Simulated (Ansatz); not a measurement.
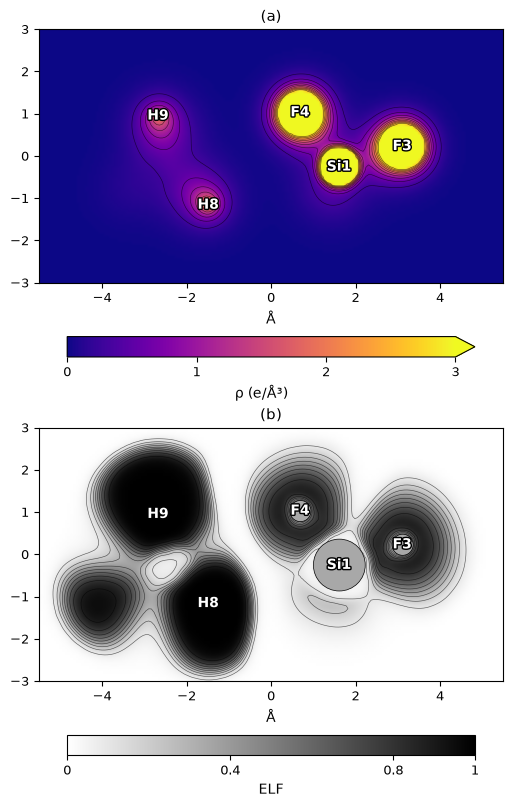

Figure 1: F$_{3}$HSi···SiH$_{4}$. (a) total electron density; (b) ELF on the plane of atoms F3, Si1 and F4. Grey discs cover the atomic cores in the ELF map.

The reactant side of a reaction path; geometry: PBE0-D4/def2-TZVP; a saddle point, not a minimum.

Computed with Ansatz, RKS PBE0-D4/def2-TZVPP.

Input file:

```
crystal:
  periodic: [false, false, false]
  atoms:
    - {symbol: Si, position_ang: [-1.333143, 0.302677, -1.495031]}
    - {symbol: H, position_ang: [0.006246, 0.320132, -2.077697]}
    - {symbol: F, position_ang: [-2.410733, -0.018151, -2.595345]}
    - {symbol: F, position_ang: [-1.440824, -0.798132, -0.373939]}
    - {symbol: F, position_ang: [-1.686749, 1.694936, -0.854804]}
    - {symbol: H, position_ang: [2.634148, 0.046110, 2.180663]}
    - {symbol: Si, position_ang: [1.371340, -0.304943, 1.483431]}
    - {symbol: H, position_ang: [0.836964, 0.910176, 0.813628]}
    - {symbol: H, position_ang: [0.377771, -0.809789, 2.461457]}
    - {symbol: H, position_ang: [1.644979, -1.342915, 0.457636]}
basis:
  gaussian: {orbitals: def2-TZVPP}
hamiltonian: {xc: pbe0, dispersion: d4}
output: {orbitals: {seedname: orbitals}}
```

Launched as:

```sh
ansatz run in.yaml --threads 8 --pin off --events-out ev --progress --plain --max-ram 19148MiB
```

Read the bonding off the picture.

Answer.
- The plane passes through Si, F and H nuclei.
- Si–F (1.57 Å): the density is about 1.2 e/Å³ at the midpoint; the ELF peaks at about 0.85 in the valence shell of F, 0.6 Å from its nucleus, and is about 0.50 at the midpoint.
- The ELF also peaks beside F3 and F4, away from the bonds: lone-pair regions.
